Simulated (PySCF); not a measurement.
SMILES [SiH3]OC[SeH] (CH6OSeSi) at its B3LYP/def2-SVP optimised geometry (Å):

```
10

Si     0.9885    -0.0955    -1.1337
O     -0.0262    -0.8122     0.0000
C     -1.4122    -0.8122     0.0000
Se    -2.2757     0.9881     0.0000
H      0.4187    -0.2548    -2.5056
H      2.2757    -0.8290    -1.0214
H      1.2135     1.3486    -0.8528
H     -1.7674    -1.3486     0.8904
H     -1.8389    -1.2913    -0.9001
H     -1.7770     1.3518     1.3414
```

Level of theory: B3LYP/def2-TZVP (PySCF). Cells within 0.4 Å of a nucleus heavier than hydrogen are left out (blank, or x).

Map of the Laplacian of the electron density (e/bohr⁵), clipped to [-1.50, 1.50] on the plane z = 0.0 Å:

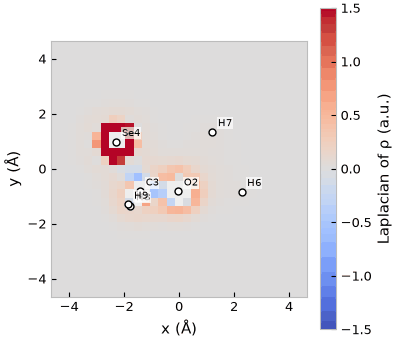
Fig. 1. Laplacian of the electron density (e/bohr⁵), clipped to [-1.50, 1.50] on the plane z = 0.0 Å.
